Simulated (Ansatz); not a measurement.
**Converging the k-point mesh: Rh (Fm-3m, 1 atom in the cell)**

```yaml
crystal:
  lattice:
    - [0.00000, 1.90950, 1.90950]
    - [1.90950, 0.00000, 1.90950]
    - [1.90950, 1.90950, 0.00000]
  atoms:
    - { symbol: Rh, position: [0.00000, 0.00000, 0.00000] }
```

Method: PBE (plane waves, PAW; Ansatz, a first-principles code).

Base settings: basis.ecutwfc = 420 eV; kpoints.mp_grid.grid = 15 15 15; hamiltonian.xc = pbe; hamiltonian.pseudopotentials = {kind: paw} (the program's default PAW files); scf.occupations.method = fermi_dirac; scf.occupations.width = 0.1 eV.

The second cell is the first with its lattice scaled by 0.98.

Only quantities that move along the ladder and can be compared are tabulated.

The count of work is k-points × plane waves × bands × iterations; it is no time. 

The starting cell has typed, rounded lattice constants, without a prior relaxation at this level. Its lattice was rescaled by up to half a per cent. Spin polarisation is off. Ansatz's pressure includes its estimate of the finite-basis (Pulay) stress.

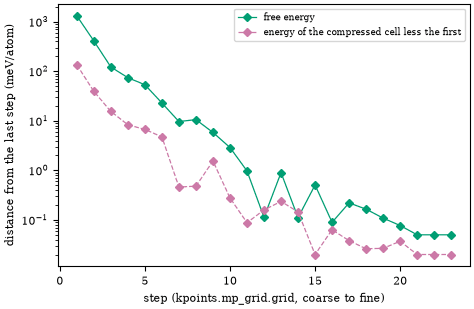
Fig. 1. Distance from the last step along the ladder; very small values are drawn at a floor.

```csv
kpoints.mp_grid.grid,free energy less the last step's (meV/atom),energy of the compressed cell less the first (meV/atom),pressure (GPa),count of work / last
3 3 3,1311.12,194.15,26.78,0.0014
4 4 4,-409.48,19.99,-4.39,0.0027
5 5 5,121.93,74.65,5.45,0.0034
6 6 6,74.20,67.55,4.17,0.0055
7 7 7,-53.47,52.53,1.47,0.0068
8 8 8,22.90,63.97,3.53,0.0099
9 9 9,9.66,59.69,2.75,0.012
10 10 10,-10.56,58.75,2.54,0.016
11 11 11,5.81,60.77,2.96,0.019
13 13 13,-2.89,59.51,2.70,0.029
14 14 14,0.97,59.32,2.69,0.036
15 15 15,-0.11,59.07,2.62,0.041
16 16 16,-0.90,59.47,2.70,0.050
17 17 17,-0.11,59.08,2.64,0.056
19 19 19,-0.51,59.23,2.65,0.075
21 21 21,0.09,59.17,2.65,0.098
23 23 23,0.22,59.27,2.67,0.12
26 26 26,0.16,59.26,2.66,0.17
29 29 29,0.11,59.26,2.66,0.23
32 32 32,0.08,59.27,2.67,0.31
36 36 36,-0.02,59.23,2.66,0.42
39 39 39,-0.01,59.23,2.66,0.53
44 44 44,0.01,59.24,2.66,0.74
49 49 49,0.00,59.23,2.66,1.0
```

Coarsest kpoints.mp_grid.grid that holds the pressure within 0.1 GPa of the last step, with all finer ones: 13 13 13, at 0.029 of the last step's count of work; the step before is off by 0.30 GPa.

Coarsest kpoints.mp_grid.grid that holds the energy of the compressed cell less the first within 1 meV/atom of the last step, with all finer ones: 13 13 13, at 0.029 of the last step's count of work; the step before is off by 1.5 meV/atom.

Coarsest kpoints.mp_grid.grid that holds the free energy within 5 meV/atom of the last step, with all finer ones: 13 13 13, at 0.029 of the last step's count of work; the step before is off by 5.8 meV/atom.

The energy difference between the two cells stays within 1 meV/atom of the last step's from 13 13 13 on, the total only from 14 14 14 on: much of the error is common to both cells and cancels.

Keys are those of Ansatz 0.2.
